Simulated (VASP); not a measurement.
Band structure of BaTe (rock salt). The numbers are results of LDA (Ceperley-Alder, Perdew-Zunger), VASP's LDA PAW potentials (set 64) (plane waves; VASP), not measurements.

Unless said otherwise, spin-orbit coupling is left out, though it shifts the bands of the heavy elements here.

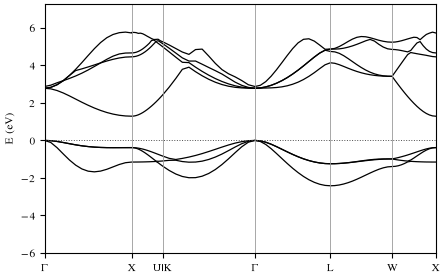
Figure: Bands along high-symmetry lines, zero at the valence-band maximum or, without a gap, the Fermi level

**Question.** Read the plot: is there a gap, and where are the band edges?

**Answer.** The gap is indirect, 1.29 eV, from the valence maximum at Γ to the conduction minimum at X. (Edges off the drawn lines would not show.)

The compound is BaTe in the rock salt structure. It was relaxed first.
